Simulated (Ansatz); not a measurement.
A periodic structure is given below.

```yaml
crystal:
  lattice:
    - [2.99788, 1.73083, -2.41216]
    - [0.00000, 3.46166, 2.41216]
    - [2.99788, -1.73083, 2.41216]
  atoms:
    - { symbol: O, position: [0.50000, 0.00000, 0.00000] }
    - { symbol: O, position: [0.00000, 0.00000, 0.50000] }
    - { symbol: O, position: [0.00000, 0.50000, 0.00000] }
    - { symbol: Co, position: [0.00000, 0.00000, 0.00000] }
    - { symbol: O, position: [0.50000, 0.50000, 0.50000] }
    - { symbol: Co, position: [0.50000, 0.00000, 0.50000] }
    - { symbol: Co, position: [0.50000, 0.50000, 0.00000] }
    - { symbol: Co, position: [0.00000, 0.50000, 0.50000] }
```

Question: Summarise the structure in words.

Answer: Composition: CoO. Strictly the space group is R-3m (No. 166, within 0.01 Å). It is a distorted form of a face-centred cubic structure, space group Fm-3m (No. 225) within 0.25 Å: rock salt (NaCl type). Counting shared atoms by their share gives 4 Co, 4 O, or 8 atoms. The polyhedra are CoO6 octahedra; they share corners and edges. The coordination shell of O holds six Co in an octahedral arrangement at 2.11 Å. The coordination shell of Co holds six O in an octahedral arrangement at 2.11 Å. The bonds build a three-dimensional framework.

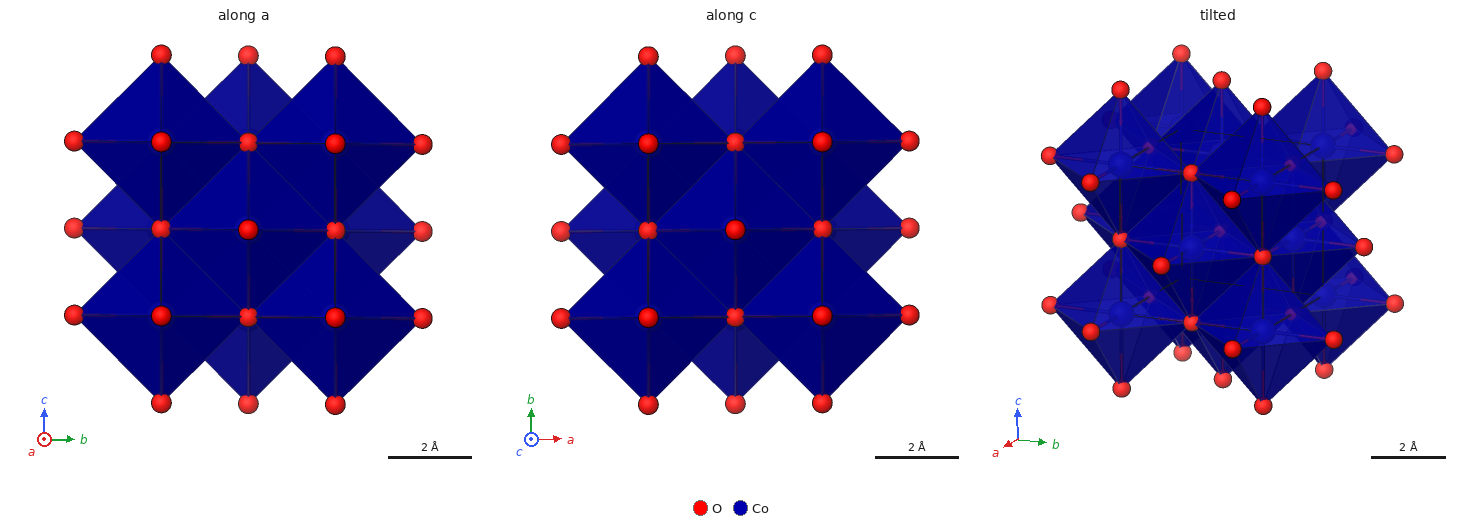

The crystal in a polyhedral representation, seen along the a axis, along the c axis and slightly off an axis. One drawn cell (a repeat of the simulation cell) is framed, with atoms on its boundary repeated. Some atoms of the next cells are drawn as well. Colours: cobalt blue, oxygen red.

It derives from a structure listed in the Materials Project. Earlier steps of the study may have refined or changed the cell and positions. It was run through Ansatz as a DFT input.

At this level of theory the cell isn't at rest (compressed, at 15 GPa), so its distances can differ from those at equilibrium, the more so the softer the solid.
